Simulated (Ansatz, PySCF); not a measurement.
Bond stretch in SMILES [BH3-]C#[O+]. The B1–C5 bond (B1 also carries H, H, H; C5 carries O) is varied alone, starting from the PBE0/def2-TZVP optimised geometry.

```
6

B      0.0000     0.0000     0.0000
H      0.0000     1.1700    -0.3040
H     -1.0134    -0.5854    -0.3031
H      1.0134    -0.5854    -0.3030
C      0.0000     0.0000     1.5122
O      0.0000    -0.0005     2.6392
```

Computed with: RMP2/3-21G = restricted MP2 (frozen core)/3-21G (PySCF); RKS-PBE = restricted PBE/cc-pVTZ (Ansatz, a program for electronic structure); UKS-PBE = unrestricted PBE/cc-pVTZ (Ansatz); RKS-B3LYP/6-31G* = restricted B3LYP/6-31G*, spherical d (PySCF); UKS-B3LYP = unrestricted B3LYP/cc-pVTZ in Ansatz.

Energies are in kcal/mol, each relative to the lowest point of its own curve near equilibrium.

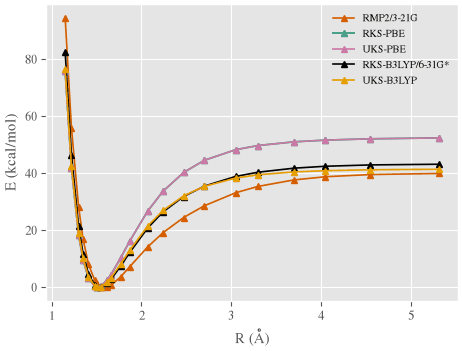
Fig. 1. Energy against bond length for each method.

```json
[
 {"R / Å": "1.15", "RMP2/3-21G": "94.5", "RKS-PBE": "75.6", "UKS-PBE": "75.6", "RKS-B3LYP/6-31G*": "82.5", "UKS-B3LYP": "76.5"},
 {"R / Å": "1.22", "RMP2/3-21G": "55.9", "RKS-PBE": "41.7", "UKS-PBE": "41.7", "RKS-B3LYP/6-31G*": "46.5", "UKS-B3LYP": "42.6"},
 {"R / Å": "1.30", "RMP2/3-21G": "28.0", "RKS-PBE": "18.2", "UKS-PBE": "18.2", "RKS-B3LYP/6-31G*": "21.3", "UKS-B3LYP": "19.0"},
 {"R / Å": "1.35", "RMP2/3-21G": "16.8", "RKS-PBE": "9.4", "UKS-PBE": "9.4", "RKS-B3LYP/6-31G*": "11.7", "UKS-B3LYP": "10.1"},
 {"R / Å": "1.41", "RMP2/3-21G": "8.0", "RKS-PBE": "3.2", "UKS-PBE": "3.2", "RKS-B3LYP/6-31G*": "4.6", "UKS-B3LYP": "3.7"},
 {"R / Å": "1.48", "RMP2/3-21G": "2.3", "RKS-PBE": "0.2", "UKS-PBE": "0.2", "RKS-B3LYP/6-31G*": "0.7", "UKS-B3LYP": "0.4"},
 {"R / Å": "1.51", "RMP2/3-21G": "1.0", "RKS-PBE": "0.0", "UKS-PBE": "0.0", "RKS-B3LYP/6-31G*": "0.1", "UKS-B3LYP": "0.0"},
 {"R / Å": "1.55", "RMP2/3-21G": "0.1", "RKS-PBE": "0.4", "UKS-PBE": "0.4", "RKS-B3LYP/6-31G*": "0.0", "UKS-B3LYP": "0.2"},
 {"R / Å": "1.62", "RMP2/3-21G": "0.0", "RKS-PBE": "2.6", "UKS-PBE": "2.6", "RKS-B3LYP/6-31G*": "1.3", "UKS-B3LYP": "1.8"},
 {"R / Å": "1.66", "RMP2/3-21G": "0.6", "RKS-PBE": "4.3", "UKS-PBE": "4.3", "RKS-B3LYP/6-31G*": "2.7", "UKS-B3LYP": "3.2"},
 {"R / Å": "1.77", "RMP2/3-21G": "3.6", "RKS-PBE": "10.3", "UKS-PBE": "10.3", "RKS-B3LYP/6-31G*": "7.4", "UKS-B3LYP": "8.2"},
 {"R / Å": "1.87", "RMP2/3-21G": "7.2", "RKS-PBE": "16.2", "UKS-PBE": "16.2", "RKS-B3LYP/6-31G*": "12.2", "UKS-B3LYP": "13.0"},
 {"R / Å": "2.07", "RMP2/3-21G": "14.1", "RKS-PBE": "26.7", "UKS-PBE": "26.7", "RKS-B3LYP/6-31G*": "20.7", "UKS-B3LYP": "21.4"},
 {"R / Å": "2.24", "RMP2/3-21G": "19.1", "RKS-PBE": "33.6", "UKS-PBE": "33.6", "RKS-B3LYP/6-31G*": "26.3", "UKS-B3LYP": "26.9"},
 {"R / Å": "2.47", "RMP2/3-21G": "24.4", "RKS-PBE": "40.2", "UKS-PBE": "40.2", "RKS-B3LYP/6-31G*": "31.8", "UKS-B3LYP": "32.0"},
 {"R / Å": "2.70", "RMP2/3-21G": "28.5", "RKS-PBE": "44.5", "UKS-PBE": "44.5", "RKS-B3LYP/6-31G*": "35.4", "UKS-B3LYP": "35.3"},
 {"R / Å": "3.05", "RMP2/3-21G": "33.1", "RKS-PBE": "48.2", "UKS-PBE": "48.2", "RKS-B3LYP/6-31G*": "38.8", "UKS-B3LYP": "38.2"},
 {"R / Å": "3.30", "RMP2/3-21G": "35.3", "RKS-PBE": "49.7", "UKS-PBE": "49.7", "RKS-B3LYP/6-31G*": "40.3", "UKS-B3LYP": "39.4"},
 {"R / Å": "3.70", "RMP2/3-21G": "37.6", "RKS-PBE": "50.9", "UKS-PBE": "50.9", "RKS-B3LYP/6-31G*": "41.7", "UKS-B3LYP": "40.4"},
 {"R / Å": "4.05", "RMP2/3-21G": "38.7", "RKS-PBE": "51.5", "UKS-PBE": "51.5", "RKS-B3LYP/6-31G*": "42.4", "UKS-B3LYP": "40.8"},
 {"R / Å": "4.55", "RMP2/3-21G": "39.5", "RKS-PBE": "52.0", "UKS-PBE": "52.0", "RKS-B3LYP/6-31G*": "42.8", "UKS-B3LYP": "41.1"},
 {"R / Å": "5.32", "RMP2/3-21G": "39.9", "RKS-PBE": "52.3", "UKS-PBE": "52.3", "RKS-B3LYP/6-31G*": "43.1", "UKS-B3LYP": "41.3"}
]
```
